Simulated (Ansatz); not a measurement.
# ZnS, response to strain

Base system: ZnS in the wurtzite structure (space group P6_3mc, No. 186; a = 3.738 Å, c = 6.143 Å).

Strains are applied to the cell and any free atomic positions relax.

Method: LDA in Ansatz (plane waves to 420 eV, PAW, no spin-orbit coupling).

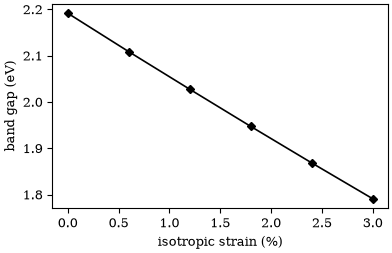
Figure. Band gap against isotropic strain

**Question.** From the plot, what is the band gap for isotropic strain +0.60 %?

**Answer.** About 2.11 eV.

**Question.** Is the trend monotonic over the range shown?

**Answer.** Yes, it falls throughout, spanning 1.79 eV to 2.19 eV.

Whether these cells are dynamically stable was not tested.

Ansatz is a quantum-chemistry and plane-wave program.
